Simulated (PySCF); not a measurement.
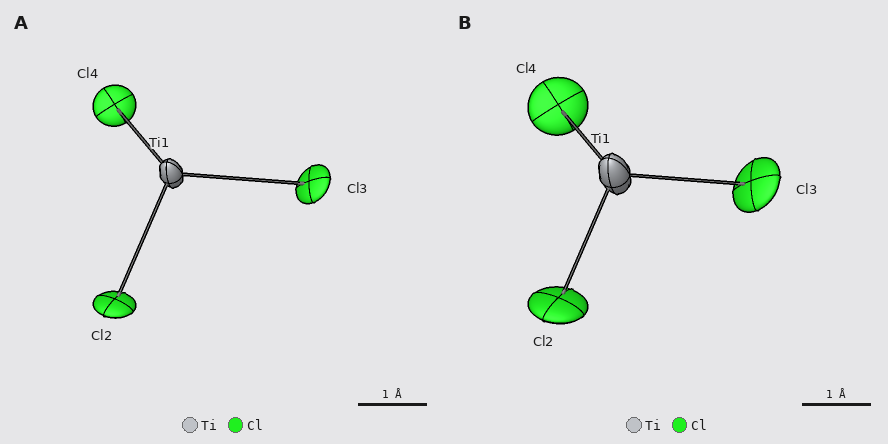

Displacement ellipsoids at the 50 % level, scaled by 3, from the internal vibrations of the free molecule (harmonic, no overall translation or rotation; no half-axis is drawn under 0.075 Å). Charge +1, singlet. Vibrations computed with RKS-based PBE, Ti def2-SVP, Cl def2-SVP; non-relativistic; density fitting (PySCF 2.14.0). One panel is for 298 K, the other for 600 K.

Which panel is for 600 K?

B.

How much does the mean-square displacement of Cl4 grow, and why?

U_eq goes from 0.0032 to 0.0062 Å², a factor of 1.9. Modes below kT (417 cm⁻¹ at 600 K) grow about in proportion to T, and the lowest lies at 122 cm⁻¹; the mean-square amplitude of a mode is its zero-point value times coth(ħω/2kT), which comes close to 1 only above about 3kT.

The search tried a few shapes and spins; others may lie lower.
